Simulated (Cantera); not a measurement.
Charge: 1 mol SiH4, 1.2 mol CH4, 200 mol H2, at 2000 Pa.

Cantera equilibrium calculation (NASA polynomials, part measured and part estimated; ideal gas, pure solids and liquids). Candidate condensed phases: C, C6H6, C7H8, C8H18, Si, SiC; 87 gas species. Equilibrium is a limit: real reactors are often held back by kinetics, nucleation or transport.

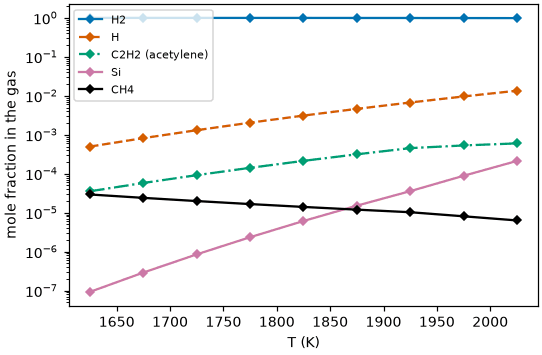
Fig. 1. Equilibrium gas composition (values under 1e-9 drawn at 1e-9)

Problem. Read off the mole fractions at 2025 K.

Solution. H2 about 0.99, H about 0.014, C2H2 (acetylene) about 0.00060, Si about 0.00021, CH4 about 6.3e-6.
